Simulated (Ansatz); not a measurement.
Take SiC in the wurtzite structure (space group P6_3mc, No. 186; a = 3.075 Å, c = 5.049 Å) as the base.

The change: cell and atoms relaxed at a pressure of 50 GPa.

Level of theory: r2SCAN in Ansatz (plane waves to 500 eV, PAW, spin-orbit coupling left out), earlier PAW set.

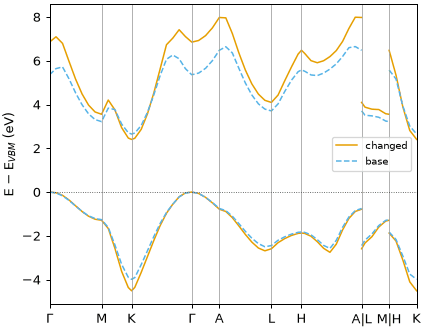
Highest valence and lowest conduction band along the path, each from its own valence-band maximum

Q: From the figure, how large is the changed gap, and is it direct?

A: About 2.4 eV, indirect, Γ → K.

Load acts through the strain it causes; cell and atoms are relaxed under it. Stability against distortions was not tested. Competing high-pressure phases were not computed.

Ansatz is a program for electronic structure.
